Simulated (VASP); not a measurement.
Shape and ions are relaxed at each volume.

Energy against volume of MgF₂ (rutile). These are PBE GGA with D3 dispersion (Becke-Johnson damping), VASP's PBE PAW potentials (set 64) (plane waves; VASP) values and carry that method's errors.

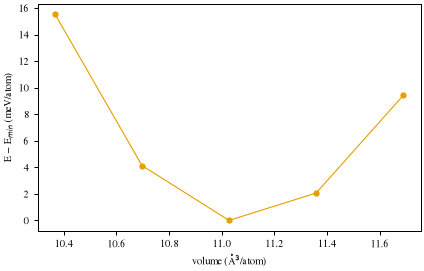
Figure: Energy against volume

Question: Estimate the equilibrium volume and the bulk modulus.

Answer: The minimum lies near 11.1 Å³/atom, and the curvature gives B0 of about 98 GPa.

The compound is MgF2 in the rutile structure. It was relaxed first.
